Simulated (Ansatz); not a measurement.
# Geometry relaxation of GeAsH6

GeAsH6, multiplicity 2, computed with UKS BLYP/def2-SVP (Ansatz 0.2.0).

The input holds or restrains some coordinates. It belongs to a series of runs on one base structure; here: pulled along the bonds that form and break, towards end A.

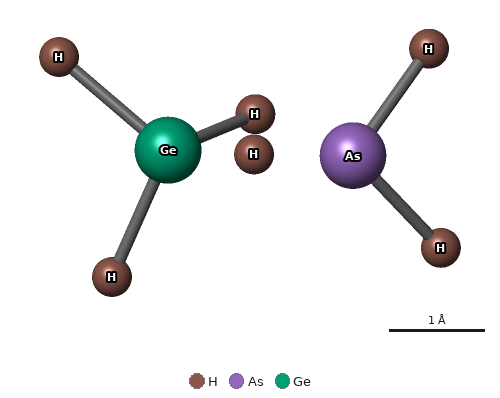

*The input geometry (ball-and-stick view, seen at a tilt). Sticks mark near contacts.*

Input
```yaml
crystal:
  periodic: [false, false, false]
  atoms:
    - { symbol: H, position_ang: [0.1692, -0.2242, 0.5495] }
    - { symbol: As, position_ang: [1.5139, -0.0472, 1.9883] }
    - { symbol: Ge, position_ang: [-1.1132, -0.2698, -0.9708] }
    - { symbol: H, position_ang: [1.3686, 1.4378, 1.8251] }
    - { symbol: H, position_ang: [2.554, -0.0354, 0.9068] }
    - { symbol: H, position_ang: [-2.5625, -0.2113, -0.5473] }
    - { symbol: H, position_ang: [-0.938, 0.8742, -1.9447] }
    - { symbol: H, position_ang: [-0.9919, -1.5241, -1.8068] }
magnetization:
  spin_polarized: true
  initial_magnetization: 1
basis:
  gaussian: { orbitals: def2-SVP }
hamiltonian:
  xc: blyp
relax:
  f_tol: 0.15
  max_steps: 25
  restrain:
    - { distance: [0, 2], at: 2.81, k: 30.0 }
    - { distance: [1, 0], at: 1.5, k: 30.0 }
output:
  orbitals: {}
```

Run on 2 threads of Arm Neoverse V1, 24 GiB of memory available, shared host.

Command:
```bash
ansatz run input.yaml --threads 2 --pin off --max-ram 3072MiB --backend cpu --events-out ev --progress --plain --runs-dir out
```

What the program printed
```
The last accepted step is kept in [file] (removed where the run ends without a failure and the disk answers)
Engine: ansatz 0.2.0, aarch64-unknown-linux-gnu
Functional definition: BLYP
  parameter beta = 0.0042
  parameter a = 0.04918
  parameter b = 0.132
  parameter c = 0.2533
  parameter d = 0.349
  exchange = b88_x(beta = beta)
  correlation = lyp_c(a = a, b = b, c = c, d = d)
1062 factors; their error is unknown
mean field evaluation 1: about -117441.3740 eV, gradient 2.0e1 eV
mean field evaluation 2: about -117441.8228 eV, gradient 1.9e1 eV
mean field evaluation 4: about -117442.8235 eV, gradient 1.2e0 eV
mean field evaluation 8: about -117442.7630 eV, gradient 7.3e-2 eV
mean field evaluation 16: about -117442.7631 eV, gradient 4.2e-5 eV
mean field -117442.76305197 eV, -4315.9419365958 hartree, gradient 4.2e-5 eV, S^2 0.753431; 0 other end points of the search recorded, 0 dependent functions left out
the calculation of the forces begins
reference -117442.76339971 eV, -4315.9419493753 hartree; 36, 35 occupied and 58, 59 virtual orbitals, 1062 factors
relax step   1: F+E_penalty+E_count = -117442.76305197 eV  Δ(F+E_penalty+E_count) = +0.000e0 eV  max|allowed force component| = 9.932e-1 eV/Å  E_restraint = 13.51649645 eV  max|allowed force component, restraints' pulls added| = 2.880e1 eV/Å  Δτ_max = 0.0000 Å  (27 SCF iters, accepted)
  distance H 0 - Ge 2 = 1.9895 Å
  distance As 1 - H 0 = 1.9773 Å
these checks for a lower state are left out or cut short: starts, cluster_reference, orbital_swaps, neighbouring_geometries, increment
1062 factors; their error is unknown
mean field -117442.75151891 eV, -4315.9415127638 hartree, gradient 5.0e-5 eV, S^2 0.752269; 0 other end points of the search recorded, 0 dependent functions left out
the calculation of the forces begins
reference -117442.75186808 eV, -4315.9415255956 hartree; 36, 35 occupied and 58, 59 virtual orbitals, 1062 factors
relax step   2: F+E_penalty+E_count = -117442.75151891 eV  Δ(F+E_penalty+E_count) = +1.153e-2 eV  max|allowed force component| = 1.242e0 eV/Å  E_restraint = 4.60930949 eV  max|allowed force component, restraints' pulls added| = 1.687e1 eV/Å  Δτ_max = 0.1950 Å  (30 SCF iters, accepted)
  distance H 0 - Ge 2 = 2.3008 Å
  distance As 1 - H 0 = 1.7192 Å
these checks for a lower state are left out or cut short: starts, cluster_reference, orbital_swaps, neighbouring_geometries, increment
1062 factors; their error is unknown
mean field -117442.76302009 eV, -4315.9419354243 hartree, gradient 3.4e-5 eV, S^2 0.751265; 0 other end points of the search recorded, 0 dependent functions left out
the calculation of the forces begins
reference -117442.76336928 eV, -4315.9419482567 hartree; 36, 35 occupied and 58, 59 virtual orbitals, 1062 factors
relax step   3: F+E_penalty+E_count = -117442.76302009 eV  Δ(F+E_penalty+E_count) = -1.150e-2 eV  max|allowed force component| = 1.176e0 eV/Å  E_restraint = 0.49693492 eV  max|allowed force component, restraints' pulls added| = 3.415e0 eV/Å  Δτ_max = 0.1949 Å  (29 SCF iters, accepted)
  distance H 0 - Ge 2 = 2.6280 Å
  distance As 1 - H 0 = 1.5009 Å
these checks for a lower state are left out or cut short: starts, cluster_reference, orbital_swaps, neighbouring_geometries, increment
1062 factors; their error is unknown
mean field evaluation 32: about -117442.9380 eV, gradient 3.1e-4 eV
mean field -117442.93795057 eV, -4315.9483640010 hartree, gradient 1.9e-5 eV, S^2 0.751039; 0 other end points of the search recorded, 0 dependent functions left out
the calculation of the forces begins
reference -117442.93831073 eV, -4315.9483772366 hartree; 36, 35 occupied and 58, 59 virtual orbitals, 1062 factors
relax step   4: F+E_penalty+E_count = -117442.93795057 eV  Δ(F+E_penalty+E_count) = -1.749e-1 eV  max|allowed force component| = 5.314e-1 eV/Å  E_restraint = 0.00846714 eV  max|allowed force component, restraints' pulls added| = 3.883e-1 eV/Å  Δτ_max = 0.1597 Å  (29 SCF iters, accepted)
  distance H 0 - Ge 2 = 2.8121 Å
  distance As 1 - H 0 = 1.5237 Å
these checks for a lower state are left out or cut short: starts, cluster_reference, orbital_swaps, neighbouring_geometries, increment
1062 factors; their error is unknown
mean field -117442.95770943 eV, -4315.9490901258 hartree, gradient 6.1e-5 eV, S^2 0.750926; 0 other end points of the search recorded, 0 dependent functions left out
the calculation of the forces begins
reference -117442.95807150 eV, -4315.9491034314 hartree; 36, 35 occupied and 58, 59 virtual orbitals, 1062 factors
relax step   5: F+E_penalty+E_count = -117442.95770943 eV  Δ(F+E_penalty+E_count) = -1.976e-2 eV  max|allowed force component| = 4.704e-1 eV/Å  E_restraint = 0.00656116 eV  max|allowed force component, restraints' pulls added| = 1.043e-1 eV/Å  Δτ_max = 0.0462 Å  (27 SCF iters, accepted)
  distance H 0 - Ge 2 = 2.8098 Å
  distance As 1 - H 0 = 1.5209 Å
```

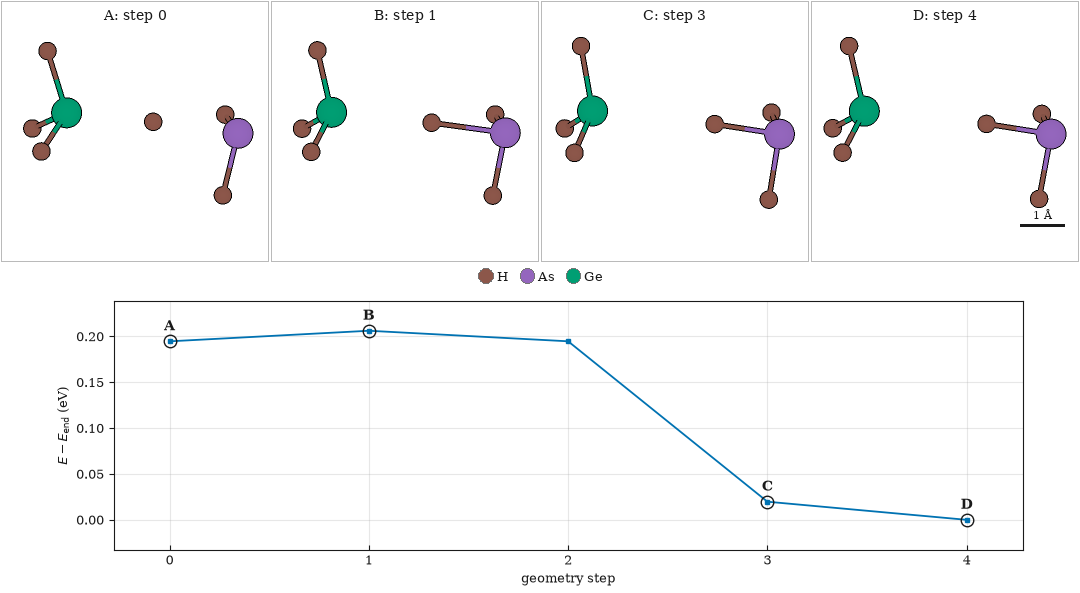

*Frames of the restrained relaxation (ball-and-stick view, seen at a tilt) above the curves, on which the letters mark them (the first geometry is step 0 here and step 1 in the log).*

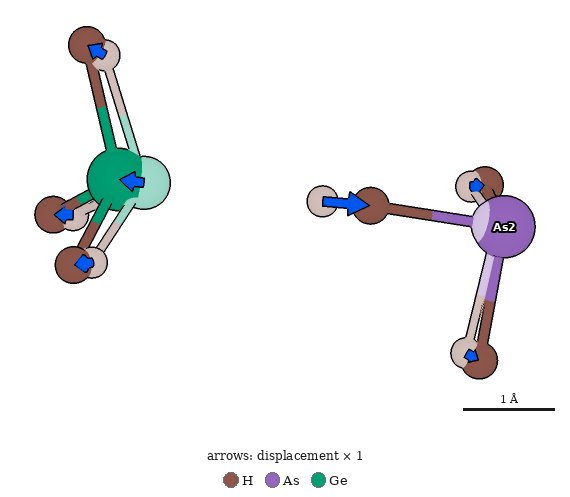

*Start (faint) and end (solid) with the displacements as blue arrows, at true length (ball-and-stick view, seen at a tilt). The two geometries are laid on each other by the best rigid fit.*

Over 4 geometry steps the energy falls by 0.195 eV. The largest force component goes from 0.99 to 0.47 eV/Å. H1 moves most after the best rigid fit: 0.53 Å. By element the largest moves are H 0.53 Å, Ge 0.29 Å, As 0.08 Å. Distances before and after: H1–As2 1.977 → 1.521 Å, Ge3–H6 1.511 → 1.564 Å, As2–H4 1.501 → 1.547 Å. New bonds form: H1–As2 (1.98 → 1.52 Å). Among the angles that change: H6–Ge3–H7 105.2° → 109.3°, H4–As2–H5 88.9° → 91.4°. (Atoms are counted from 1 in the order of the input.)

```
1062 factors; their error is unknown
mean field -117442.95770943 eV, -4315.9490901258 hartree, gradient 6.1e-5 eV, S^2 0.750926; 1 other end points of the search recorded, 0 dependent functions left out
the calculation of the forces begins
reference -117442.95807150 eV, -4315.9491034314 hartree; 36, 35 occupied and 58, 59 virtual orbitals, 1062 factors
Total energy: -117442.95807150 eV, -4315.9491034314 hartree
Atom 0 at     0.508622    -0.211403     0.962441 Å, force    -0.446924    -0.080230    -0.442134 eV/Å
Atom 1 at     1.571291    -0.032812     2.035762 Å, force     0.470446     0.096110     0.446091 eV/Å
Atom 2 at    -1.306790    -0.291931    -1.180686 Å, force    -0.084930    -0.004778    -0.100629 eV/Å
Atom 3 at     1.456766     1.507226     1.952330 Å, force     0.001476    -0.017274     0.000798 eV/Å
Atom 4 at     2.701104    -0.044470     0.979658 Å, force    -0.013863     0.000530     0.011418 eV/Å
Atom 5 at    -2.773977    -0.228971    -0.641320 Å, force     0.021146     0.002019     0.031253 eV/Å
Atom 6 at    -1.051008     0.924605    -2.129284 Å, force     0.026316     0.006171     0.025932 eV/Å
Atom 7 at    -1.105908    -1.622245    -1.978802 Å, force     0.026332    -0.002548     0.027271 eV/Å
Dipole moment:     0.026821     0.028864    -0.011865 e Å
```

Trajectory as extended XYZ (Å, eV, eV/Å), 5 frames, from step=1 to step=5
```
8
Properties=species:S:1:pos:R:3:forces:R:3 step=1 energy=-117442.76305
H     0.1692   -0.2242    0.5495   -0.4054  -0.0182  -0.4341
As    1.5139   -0.0472    1.9883   -0.9168  -0.7730   0.0737
Ge   -1.1132   -0.2698   -0.9708    0.8975   0.0406   0.9932
H     1.3686    1.4378    1.8251   -0.1184   0.8506   0.0189
H     2.5540   -0.0354    0.9068    0.6422  -0.0896  -0.5784
H    -2.5625   -0.2113   -0.5473   -0.7302   0.0470   0.5554
H    -0.9380    0.8742   -1.9447    0.3344   0.7413  -0.3559
H    -0.9919   -1.5241   -1.8068    0.2967  -0.7987  -0.2728
8
Properties=species:S:1:pos:R:3:forces:R:3 step=2 energy=-117442.75152
H     0.2968   -0.2159    0.6966    0.3497   0.0217   0.4306
As    1.4673   -0.0580    1.9459   -0.9657  -0.5821  -0.3028
Ge   -1.1880   -0.2725   -1.0601    0.9120   0.0349   1.0212
H     1.3671    1.4442    1.8250   -0.1004   0.6563   0.0654
H     2.5585   -0.0364    0.9021    0.5134  -0.1076  -0.4178
H    -2.5765   -0.2106   -0.5418   -1.2416   0.0595   0.5641
H    -0.9353    0.8859   -1.9535    0.2923   1.0681  -0.7482
H    -0.9898   -1.5367   -1.8142    0.2401  -1.1511  -0.6125
8
Properties=species:S:1:pos:R:3:forces:R:3 step=3 energy=-117442.76302
H     0.4231   -0.2093    0.8449   -0.8040  -0.1639  -0.7721
As    1.4473   -0.0660    1.9326    0.6416  -0.0640   0.9356
Ge   -1.2732   -0.2765   -1.1612    0.7754   0.0322   0.8694
H     1.3657    1.4544    1.8289   -0.0877   0.3525   0.1011
H     2.5679   -0.0398    0.8973    0.2974  -0.1248  -0.2028
H    -2.6140   -0.2093   -0.5299   -1.1758   0.0500   0.4310
H    -0.9305    0.9150   -1.9778    0.2002   0.9527  -0.7409
H    -0.9863   -1.5688   -1.8347    0.1529  -1.0347  -0.6212
8
Properties=species:S:1:pos:R:3:forces:R:3 step=4 energy=-117442.93795
H     0.4924   -0.2029    0.9247   -0.3875  -0.0438  -0.4268
As    1.5534   -0.0267    2.0039    0.4058  -0.0071   0.5314
Ge   -1.3336   -0.2932   -1.2121    0.2967   0.0145   0.3399
H     1.4277    1.5168    1.9623    0.0764  -0.0702  -0.1008
H     2.7047   -0.0730    0.9684   -0.0788   0.1210   0.0175
H    -2.7473   -0.2269   -0.6064   -0.2996   0.0091   0.0396
H    -1.0204    0.9284   -2.0950   -0.0020   0.2019  -0.2128
H    -1.0768   -1.6225   -1.9458   -0.0111  -0.2255  -0.1880
8
Properties=species:S:1:pos:R:3:forces:R:3 step=5 energy=-117442.95771
H     0.5086   -0.2114    0.9624   -0.4469  -0.0802  -0.4421
As    1.5713   -0.0328    2.0358    0.4704   0.0961   0.4461
Ge   -1.3068   -0.2919   -1.1807   -0.0849  -0.0048  -0.1006
H     1.4568    1.5072    1.9523    0.0015  -0.0173   0.0008
H     2.7011   -0.0445    0.9797   -0.0139   0.0005   0.0114
H    -2.7740   -0.2290   -0.6413    0.0211   0.0020   0.0313
H    -1.0510    0.9246   -2.1293    0.0263   0.0062   0.0259
H    -1.1059   -1.6222   -1.9788    0.0263  -0.0025   0.0273
```

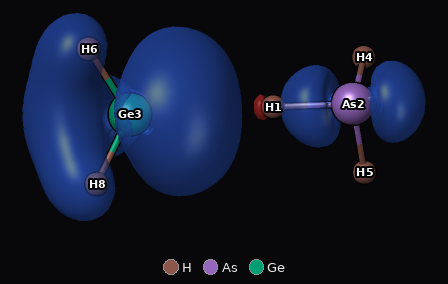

*Isosurfaces of the spin density at +0.008 (blue) and −0.008 e/Å³ (red), seen at a tilt.*

The unpaired spin (1 electron) lies mostly on Ge3 (about 0.7), in electrons by Hirshfeld's partition.

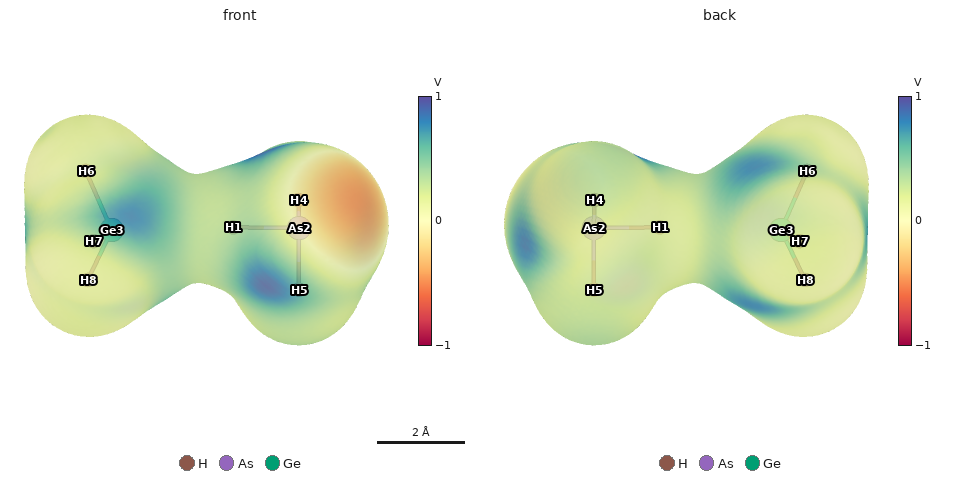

*The electrostatic potential painted on the density surface at 0.002 e/bohr³, seen at a tilt and from behind; red is negative and blue positive.*

A positive charge is drawn to the negative regions and a negative charge to the positive ones.

Results in brief

| quantity | value |
| --- | --- |
| outcome | converged under the restraints of the input |
| total energy | −117442.9581 eV |
| mean-field energy | −117442.9581 eV |
| ⟨S²⟩ | 0.751 |
| largest force (length of the vector) at the end, held atoms and coordinates included | 0.655 eV/Å |
| wall time | 12 s (CPU time 24 s) |
| peak memory | 0.15 GiB |
